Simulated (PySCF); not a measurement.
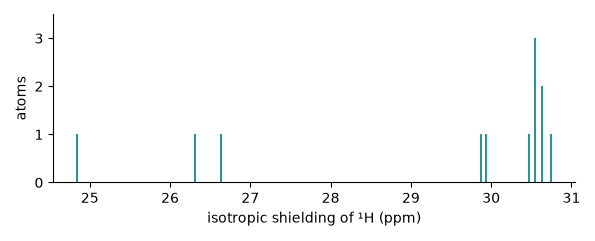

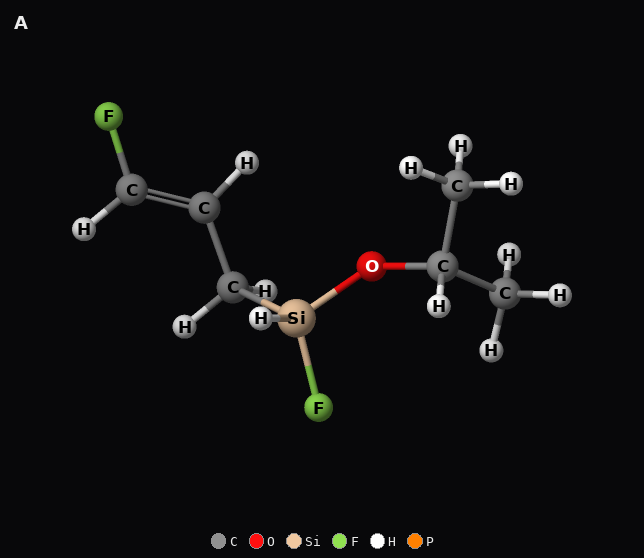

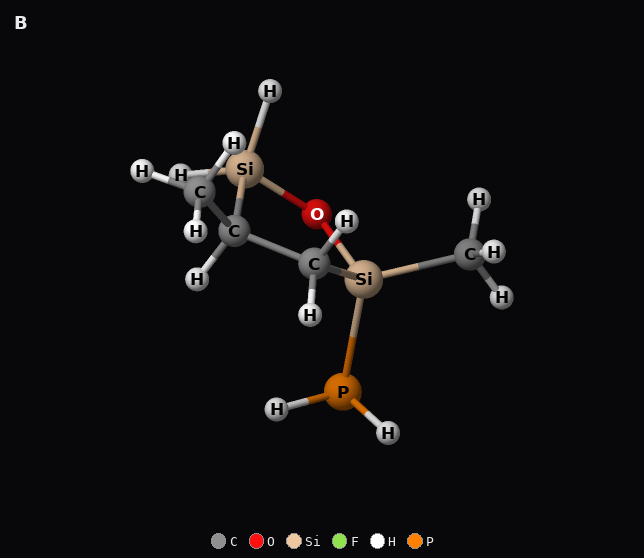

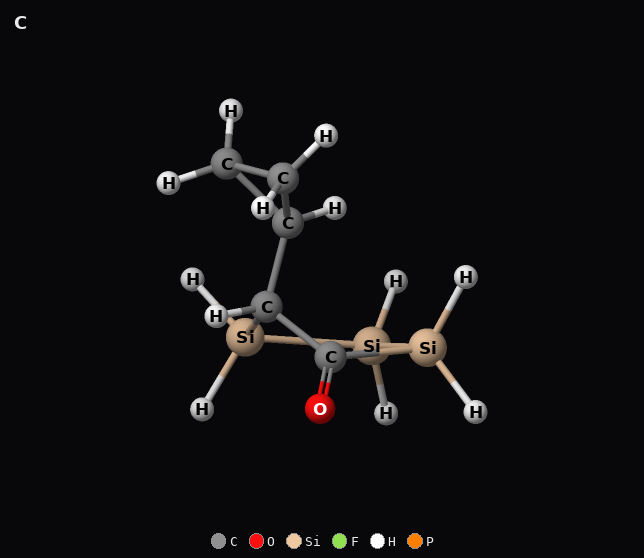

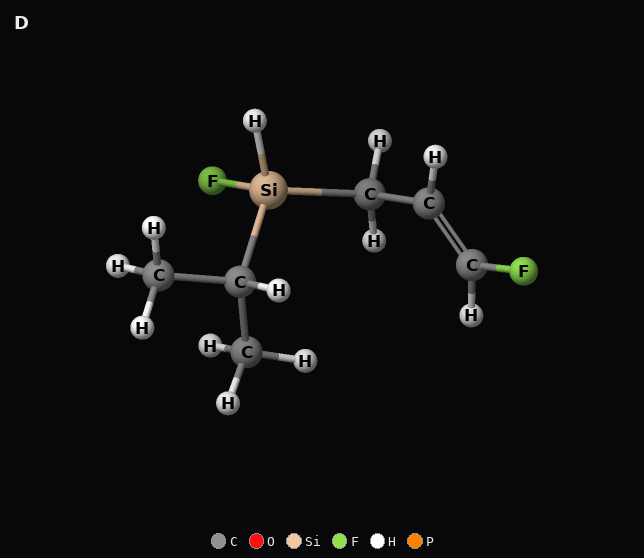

The sticks are computed shieldings of one of the molecules, for one fixed geometry (GFN2-xTB) without averaging over rotations. Low shielding means a high chemical shift. Method: GIAO PBE0/pcSseg-1 NMR shielding, non-relativistic, gas phase (PySCF 2.14.0).

Match the spectrum to a structure.

Answer. D, `CC(C)[Si@H](F)C/C=C/F`. Its 12 H atoms give lines at 24.84, 26.31, 26.64, 29.87, 29.93, 30.47, 30.55 (3 atoms), 30.63 (2 atoms), 30.75 ppm.

The geometry is semi-empirical. Around P, Si such bond lengths and angles can be off by a tenth of an ångström or more and by several degrees, and values that hang on the shape move with them.
